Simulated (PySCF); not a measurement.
Molecule: C4H13BO2Si, SMILES C(B(O)O)[Si](C)(C)C. Atoms near the plane z = 0.8 Å, at the GFN2-xTB optimised geometry (x, y, z in Å): Si2 (-0.3, -0.7, 0.0), C3 (1.6, -0.7, 0.0), C4 (-0.9, 1.1, 0.0), C5 (-1.0, -1.6, 1.5), H12 (2.0, -0.2, 0.9), H13 (2.0, -1.7, -0.1), H16 (-2.0, 1.2, 0.0), H17 (-0.6, 1.7, 0.9), H18 (-0.6, -2.6, 1.5), H19 (-2.0, -1.6, 1.5).

Computed with PBE0/def2-SVP run with PySCF. The values are rescaled to run from 0 to 1.

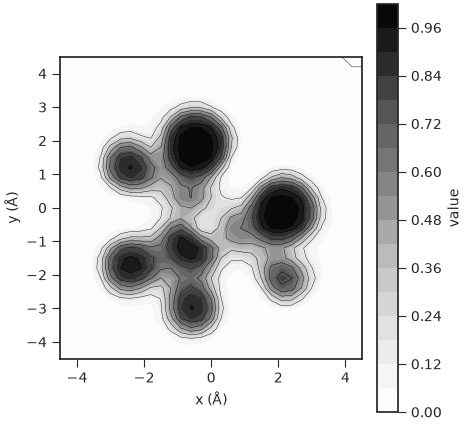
a field on the plane z = 0.8 Å.

Q: Which quantity is mapped?
A) Laplacian of the electron density
B) electron localisation function
C) log10 of the electron density
D) deformation density (molecule minus spherical neutral atoms)

A: B, electron localisation function
